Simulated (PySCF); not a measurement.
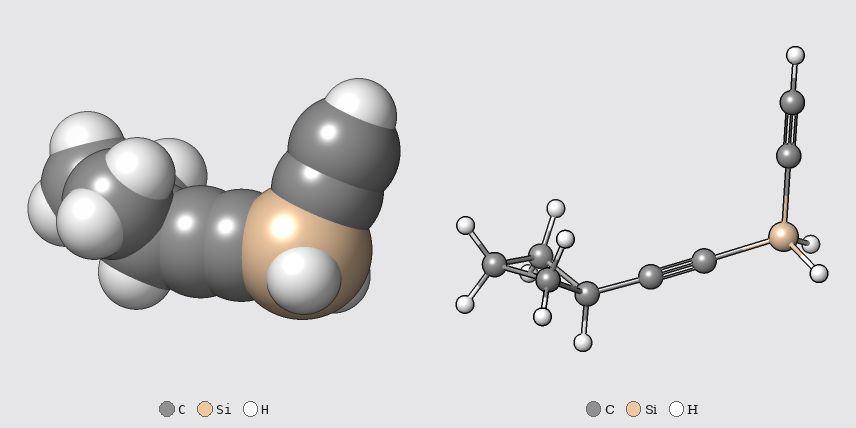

The same structure drawn twice, from different directions.

Computed geometry: PBE0-D3(BJ)/def2-SVP optimisation. No frequency run is at hand to confirm it as a minimum.

> Count the atoms of each element.

C₈H₁₀Si, 19 atoms: 8 carbon, 10 hydrogen and 1 silicon.

> Does it have rings?

Independent rings (smallest set): 1 of 4 members.

More results for the same structure follow; atom numbers are the same in all pictures, views and colours differ.

### Shape

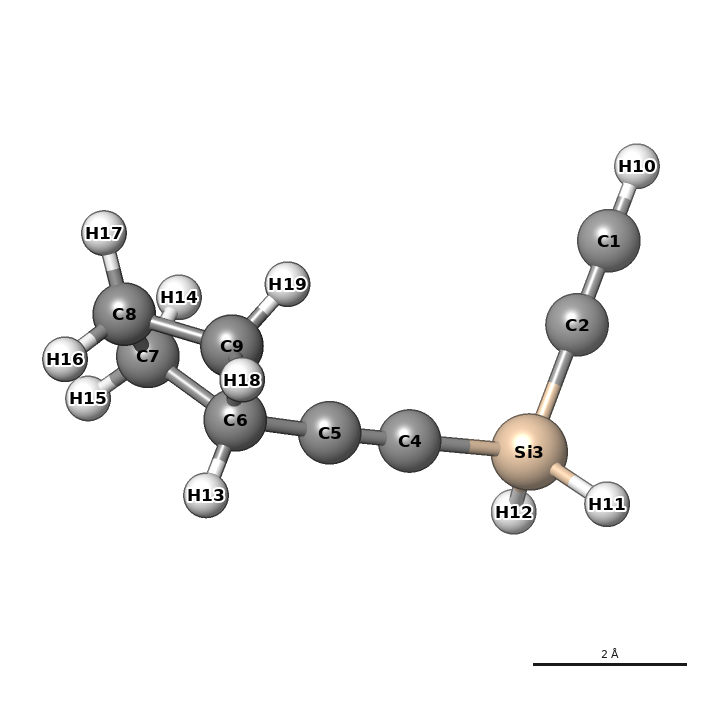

No frequency run is at hand to confirm it as a minimum.

> Describe the coordination of atom 4.

C4 has 2 neighbours (Si3 at 1.82, C5 at 1.22 Å); the arrangement is linear.

> Describe the coordination of atom 3.

Si3 has 4 neighbours (C2 at 1.84, C4 at 1.82, H11 at 1.49, H12 at 1.49 Å); the arrangement is tetrahedral.

> What is the geometry at C1?

C1 has 2 neighbours (C2 at 1.22, H10 at 1.08 Å); the arrangement is linear.

> Describe the coordination of atom 5.

C5 has 2 neighbours (C4 at 1.22, C6 at 1.45 Å); the arrangement is linear.

> What is the dihedral angle C7–C8–C9–C6?

19° in size, that is syn (eclipsed).

### Levels of theory compared

No frequency run is at hand to confirm it as a minimum. Program: PySCF 2.14.0.

Compare dipole (D) at these levels: PBE0/pcSseg-1; PBE0/pcSseg-1 in acetone (IEF-PCM); ωB97X-D/def2-SVPD; ωB97X-D/def2-SVPD in acetone (IEF-PCM); ωB97X-D/pcSseg-1.

```json
{"level": "PBE0/pcSseg-1", "dipole (D)": "1.84"}
{"level": "PBE0/pcSseg-1 in acetone (IEF-PCM)", "dipole (D)": "2.29"}
{"level": "ωB97X-D/def2-SVPD", "dipole (D)": "1.88"}
{"level": "ωB97X-D/def2-SVPD in acetone (IEF-PCM)", "dipole (D)": "2.33"}
{"level": "ωB97X-D/pcSseg-1", "dipole (D)": "1.82"}
```

### Charges

The questions are on Mulliken charges. No frequency run is at hand to confirm it as a minimum. Method: PBE0/pcSseg-1 in acetone (IEF-PCM) (PySCF 2.14.0).

Give the Mulliken charges atom by atom.

| atom | value (e) |
| --- | --- |
| C1 | −0.18 |
| C2 | −0.23 |
| Si3 | 0.68 |
| C4 | −0.52 |
| C5 | 0.27 |
| C6 | −0.39 |
| C7 | −0.15 |
| C8 | −0.25 |
| C9 | −0.15 |
| H10 | 0.12 |
| H11 | −0.08 |
| H12 | −0.08 |
| H13 | 0.17 |
| H14 | 0.13 |
| H15 | 0.14 |
| H16 | 0.13 |
| H17 | 0.13 |
| H18 | 0.14 |
| H19 | 0.13 |

### NMR shielding

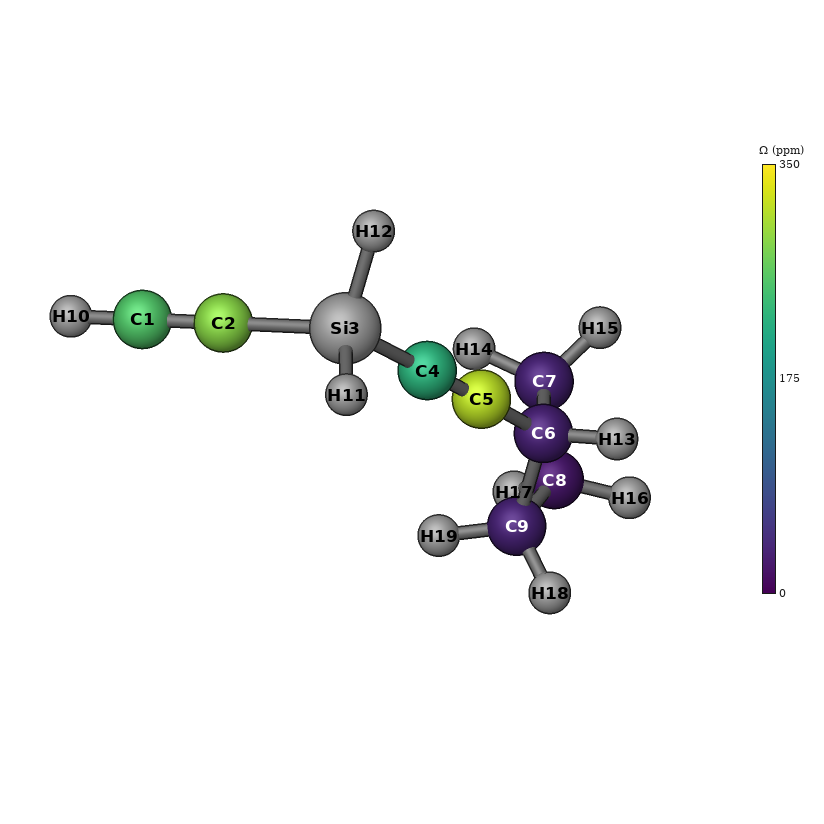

The C atoms are coloured by the span of their shielding tensor. No frequency run is at hand to confirm it as a minimum. Method: GIAO ωB97X-D/pcSseg-1 NMR shielding, non-relativistic, gas phase (PySCF 2.14.0). Principal shieldings σ11 ≤ σ22 ≤ σ33, span Ω = σ33 − σ11, skew κ = 3(σiso − σ22)/Ω.

Give the shielding tensors of the C atoms.

```json
{"atom": "C1", "σ11": "−5.4", "σ22": "−3.1", "σ33": "249.2", "σiso": "80.2", "Ω": "254.6", "κ": "0.98"}
{"atom": "C2", "σ11": "3.1", "σ22": "8.2", "σ33": "291.1", "σiso": "100.8", "Ω": "287.9", "κ": "0.97"}
{"atom": "C4", "σ11": "28.9", "σ22": "30.1", "σ33": "255.4", "σiso": "104.8", "Ω": "226.6", "κ": "0.99"}
{"atom": "C5", "σ11": "−42.1", "σ22": "−41.3", "σ33": "272.2", "σiso": "63.0", "Ω": "314.3", "κ": "0.99"}
{"atom": "C6", "σ11": "140.3", "σ22": "162.2", "σ33": "173.2", "σiso": "158.6", "Ω": "32.9", "κ": "−0.33"}
{"atom": "C7", "σ11": "139.5", "σ22": "146.8", "σ33": "173.7", "σiso": "153.3", "Ω": "34.3", "κ": "0.57"}
{"atom": "C8", "σ11": "152.0", "σ22": "167.5", "σ33": "174.2", "σiso": "164.6", "Ω": "22.2", "κ": "−0.40"}
{"atom": "C9", "σ11": "139.4", "σ22": "146.7", "σ33": "173.8", "σiso": "153.3", "Ω": "34.3", "κ": "0.58"}
```

Shieldings and span in ppm.

Mulliken values depend strongly on the basis set and can even reverse the polarity of a bond.
